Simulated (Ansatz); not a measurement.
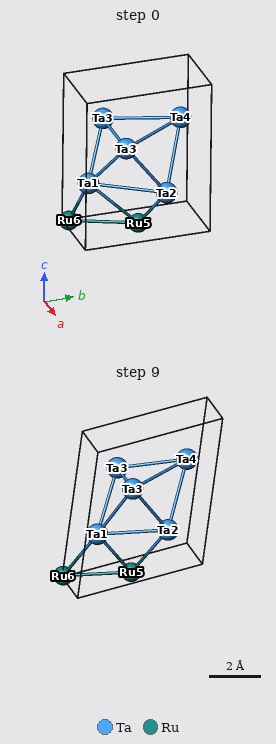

The structure of crystalline Ta2Ru (a generated structure, set up in P1) (coarse preliminary run) before (top) and after (bottom) a relaxation, at one scale.

Style: ball-and-stick. Shown: the cell of the calculation, from a free direction.

Theory: Ansatz 0.2.0, DFT PBE, scalar-relativistic, plane waves, PAW.

Input
```yaml
crystal:
  lattice:
    - [2.9706824021, -0.0184943819, 0.0473847385]
    - [-0.0320332092, 5.2647823326, 0.0148005958]
    - [0.1019374302, 0.0183828889, 6.5779282176]
  atoms:
    - { symbol: Ta, position: [0.4423449835, 0.124662015, 0.324889112] }
    - { symbol: Ta, position: [0.977949069, 0.651785028, 0.3038972675] }
    - { symbol: Ta, position: [0.0100696838, 0.3173236022, 0.6540514594] }
    - { symbol: Ta, position: [0.4958176898, 0.8489063333, 0.6925378781] }
    - { symbol: Ru, position: [0.5028412136, 0.5165545913, 0.0177494389] }
    - { symbol: Ru, position: [0.0709773602, 0.0407684303, 0.006874844] }
basis:
  ecutwfc: 420
kpoints:
  mp_grid: { grid: [8, 4, 4] }
hamiltonian:
  xc: pbe
scf:
  occupations: { method: gaussian, width: 0.2 }
  lower_state_search: "off"
output:
  forces: true
  stress: true
  eigenvalues: true
relax:
  adjacent_minimum: "off"
  f_tol: 0.025
  max_steps: 60
  cell: { stress_tol: 0.25 }
```

Launched with:
```bash
ansatz run input.yaml --threads 1 --pin off --max-ram 2560MiB --backend cpu --events-out ev --progress --plain --runs-dir out
```

What changed between the two?

Answer. The run was cut off at its time limit before the relaxation converged, so the last structure is only a point on the way. The largest move relative to the cell is that of Ru6, 0.34 Å roughly along [−3 −1 0]. Largest moves by element: Ru 0.34 Å, Ta 0.27 Å. The volume changes by −2.2 %, with a 2.971 → 2.860 Å (−3.7 %), b 5.265 → 5.479 Å (+4.1 %), c 6.579 → 6.923 Å (+5.2 %), α 89.7° → 81.9°, β 88.2° → 74.4°, γ 90.7° → 100.7°. Among the contacts that change: Ta2–Ru6 4.237 → 3.059 Å, Ta4–Ru5 3.972 → 3.059 Å, Ta1–Ru6 2.436 → 3.199 Å, Ta2–Ta3 4.011 → 3.302 Å. The space group (tolerance 0.01 Å) goes from P1 (No. 1) to P-1 (No. 2). Over 9 geometry steps the energy falls by 1.731 eV per cell of the calculation. The largest force component goes from 2.3 to 0.015 eV/Å. Pressure: 5.26 GPa at the start and −0.35 GPa at the end.
